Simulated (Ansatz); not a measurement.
**GeS: active-space calculation, by script**

A script is to give an active-space calculation; the system is GeS.

All numbers are computed with the Python package of Ansatz 0.2.0. The levels of theory stand in the script.

### Step 1. Starting point

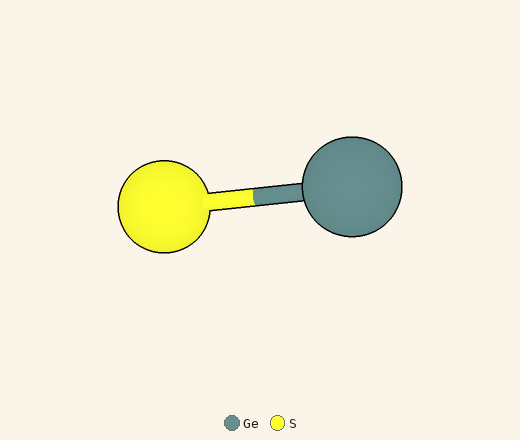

The structure that the script starts from, seen from a chosen angle (germanium teal, sulfur yellow).

No structure file is read: the coordinates are typed or built in the script.

### Step 2. Script

Input file cas_ges.py:

```python
"""Static correlation in GeS: natural occupations of an active space."""

import warnings

import ansatz as az

GEOMETRY = """
Ge    0.00000    0.00000    0.00000
S     0.00000    0.00000    2.14500
"""

warnings.simplefilter("ignore", az.DeckWarning)

ges = az.Crystal.molecule()
for line in GEOMETRY.strip().splitlines():
    symbol, *xyz = line.split()
    ges = ges.atom(symbol, [float(v) for v in xyz])

base = (
    ges.calculation()
    .basis(gaussian="def2-SVP")
    .correlation(active_electrons=4, active_orbitals=4)  # correlation on top of the mean field
)
for method in [None, "sc_nevpt2", "fic_mrcisd_q"]:
    data = (base if method is None else base.correlation(method)).run(threads=1, pin="off").report
    space = data["configurations"]
    state = space["states"][0]
    print(method or "casscf", f"total {data['free_energy_ev'] / 27.211386246:.6f} Ha, active-space state {state['energy']['hartree']:.6f} Ha, mean field {data['reference_energy_ev'] / 27.211386246:.6f} Ha")
    print("  determinants", state["n_determinants"], " natural occupations", [round(n, 3) for n in space["natural_occupations"]])
print("effectively unpaired electrons, sum of min(n, 2 - n):", round(sum(min(n, 2 - n) for n in space["natural_occupations"]), 3))
```

### Step 3. The calls as engine input

The engine receives this input (first run):

```yaml
crystal:
  periodic: [false, false, false]
  atoms:
    - { symbol: Ge, position_ang: [0.0, 0.0, 0.0] }
    - { symbol: S, position_ang: [0.0, 0.0, 2.145] }
basis:
  gaussian:
    orbitals: def2-SVP
correlation:
  active_space:
    window:
      electrons: 4
      orbitals: 4
```

### Step 4. Launch

Launch:

```sh
> python cas_ges.py
```

The program printed:

```text
casscf total -2472.572204 Ha, active-space state -2472.572204 Ha, mean field -2472.530273 Ha
  determinants 36  natural occupations [1.928, 1.928, 0.072, 0.072]
sc_nevpt2 total -2472.868868 Ha, active-space state -2472.572180 Ha, mean field -2472.530273 Ha
  determinants 20  natural occupations [1.928, 1.928, 0.072, 0.072]
fic_mrcisd_q total -2472.885784 Ha, active-space state -2472.572180 Ha, mean field -2472.530273 Ha
  determinants 20  natural occupations [1.928, 1.928, 0.072, 0.072]
effectively unpaired electrons, sum of min(n, 2 - n): 0.287
```

Wall time 4.1 s (1 thread of Arm Neoverse V2, shared host); peak memory 0.17 GiB.

### Step 5. What changed from run to run

The engine's inputs for the other runs:

Run 2, against run 1:

```diff
@@ -9,0 +10 @@
+  method: sc_nevpt2
```

Run 3, against run 1:

```diff
@@ -9,0 +10 @@
+  method: fic_mrcisd_q
```

Lines on the test bed's own set-up are left out of the output.

### Step 6. The runs side by side

From the records of these 3 runs:

| run | method | energy (eV) | SCF cycles | CPU time (s) |
| --- | --- | --- | --- | --- |
| 1 | not set | -67282.1173 | 13 | 1 |
| 2 | sc_nevpt2 | -67290.1899 | 14 | 1.2 |
| 3 | fic_mrcisd_q | -67290.6502 | 14 | 1.5 |

### Step 7. Summary of results

```
           quantity                       value
natural occupations  1.928, 1.928, 0.072, 0.072
      runs compared                           3
```

The natural occupations stay near whole numbers, so one determinant describes the state well. All 3 runs converged, in 13 to 14 cycles. What to keep in mind:
- The geometry is a force-field or estimated start, not a minimum of this method, and the basis set is short of its limit. The active space starts as a window about the frontier orbitals and is then optimised, not chosen by chemistry.
- The spin state was assumed, and another may lie lower.
